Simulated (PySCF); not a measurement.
**Frequency calculation, with input and output: RuNBr**

The run: frequency calculation of RuNBr, multiplicity 5. Method and program: UKS-based PBE0, Ru def2-TZVP with ECP28, N def2-TZVP, Br def2-TZVP; non-relativistic Hamiltonian with a scalar-relativistic core potential; density fitting (PySCF 2.14.0).

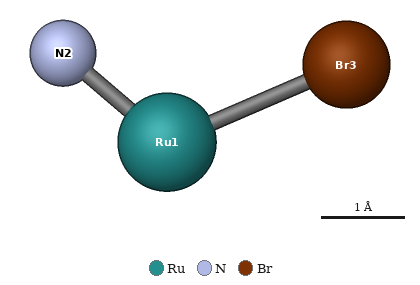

Fig. 1: The structure (ball-and-stick view, seen on its broad side; atoms are numbered from 1 in the order of the input). Sticks mark near contacts.

## Summary

```tsv
quantity	value
outcome	converged
total energy	−2723.390786 hartree
⟨S²⟩	6.026
zero-point energy	0.003232 hartree
dipole moment	2.41 D
wavenumbers, lowest and highest	166 and 961 cm⁻¹
hardware	4 threads of Arm Neoverse V2, 24 GiB of memory available, shared host
wall time	63 s (CPU time 3.4 min)
peak memory	0.98 GiB
```

## The input
```python
from pyscf import gto, scf, dft
mol = gto.M(atom='''
Ru    -0.705509     0.000000    -0.575317
N     -2.132918     0.000000     0.291677
Br     1.288290     0.000000     0.689855''',
    basis={'Ru': 'def2-TZVP', 'N': 'def2-TZVP', 'Br': 'def2-TZVP'},
    ecp={'Ru': 'def2-TZVP'},
    charge=0, spin=4)
mf = dft.UKS(mol, xc='PBE0')
mf.grids.atom_grid = (75, 302)
aux = {'Ru': 'def2-universal-JKFIT', 'N': 'def2-universal-JKFIT', 'Br': 'def2-universal-JKFIT'}
mf = mf.density_fit(auxbasis=aux)
mf.conv_tol = 1e-09
mf.diis_space = 10
mf.max_cycle = 60
mf.verbose = 4
mf.kernel()
```

The script is an equivalent of the set-up of the self-consistent field. The run itself was carried out by a driver, which started from the orbitals of the step before it where there was one and computed the further properties.

Run as:
```bash
OMP_NUM_THREADS=4 python axn.py task.json out
```

## The program's output
```
init E= -2723.39078583227
  alpha nocc = 31  HOMO = -0.242345736382331  LUMO = -0.0662915994679778
  beta  nocc = 27  HOMO = -0.30650055788614  LUMO = -0.164631401446399
  HOMO = -0.242345736382  LUMO = -0.164631401446  gap/eV = 2.11471
cycle= 1 E= -2723.39078583227  delta_E= -3.64e-12  |g|= 1.45e-06  |ddm|= 3.49e-06
  alpha nocc = 31  HOMO = -0.242345478620775  LUMO = -0.066291232225882
  beta  nocc = 27  HOMO = -0.306500442917998  LUMO = -0.16463086330152
  HOMO = -0.242345478621  LUMO = -0.164630863302  gap/eV = 2.11472
Extra cycle  E= -2723.39078583227  delta_E= 4.55e-13  |g|= 3.81e-06  |ddm|= 3.97e-06
converged SCF energy = -2723.39078583227  <S^2> = 6.0259085  2S+1 = 5.0103527
```

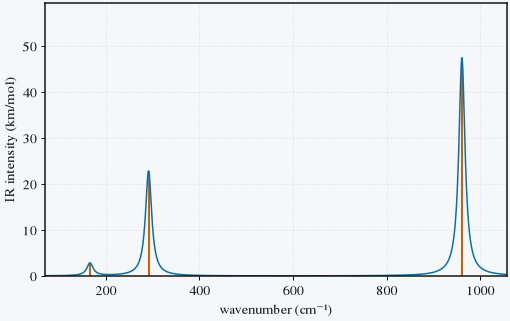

Fig. 2: Harmonic infrared spectrum, unscaled: sticks (degenerate modes added up, dark ones marked on the axis) with a Lorentzian envelope of 16 cm⁻¹ full width, scaled to the tallest stick. 3 modes from 166 to 961 cm⁻¹, none imaginary. The strongest line is at 961 cm⁻¹ (47 km/mol). All modes, in cm⁻¹ (km/mol): 166 (2.8), 292 (23), 961 (47).

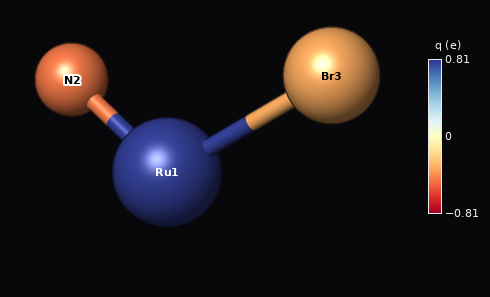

Fig. 3: Mulliken charges, as the colour of each atom (ball-and-stick view, seen at a tilt; atoms are numbered from 1 in the order of the input). By element: Ru +0.78, N −0.45 and Br −0.33 e.
